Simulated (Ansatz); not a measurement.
Consider HOSi₂Zn (charge −1).

```xyz
5

O    -3.0521    1.6611   -1.4154
Si   -4.1372    0.5584   -1.7573
Si   -5.3339   -1.1022   -2.3393
Zn   -1.3464    2.5524   -0.6627
H    -3.7229   -1.0226   -2.6019
```

Geometry: PBE0-D3(BJ)/def2-SVPD.

All numbers below come from isolated molecule in a Gaussian basis; Kohn-Sham density functional theory, functional PBE0 (Ansatz 0.2.0).

Question: What can the converged electron density and electron localisation function tell about the bonding?

Answer: Si–O (1.58 Å): the density is about 1.3 e/Å³ at the midpoint; the ELF peaks at about 0.80 between the atoms: a polar covalent bond.
Si–Si (2.13 Å): the density is about 0.57 e/Å³ at the midpoint; the ELF peaks at about 0.65 between the atoms.
Si–H (1.63 Å): the density is about 0.55 e/Å³ at the midpoint; the ELF climbs to about 1 towards the hydrogen, as it does in any bond to H.

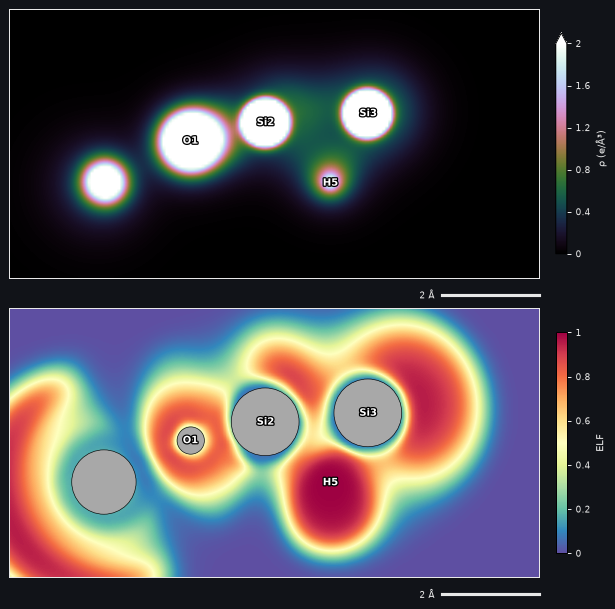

Computed electron density and electron localisation function on the plane of atoms Si2, Si3 and H5, in this order. Grey discs cover the atomic cores in the ELF map. 
